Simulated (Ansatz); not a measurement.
Consider ZnO in the wurtzite structure (space group P6_3mc, No. 186; a = 3.1869 Å, c = 5.1526 Å). Axes: x lies along a and z along c of the hexagonal cell.

Now apply this change: uniaxial strain ε_zz = −0.60 %, all other strain components held at zero, atoms relaxed at fixed cell.

Computed with Ansatz (an electronic-structure program) LDA, no SOC.

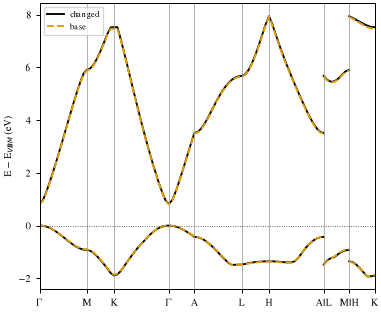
Figure: Highest valence and lowest conduction band along the path, each from its own valence-band maximum

Task: Read the changed gap and its character from the plot.

Result: About 0.8 eV, direct at Γ.

Stability against distortions was not tested.
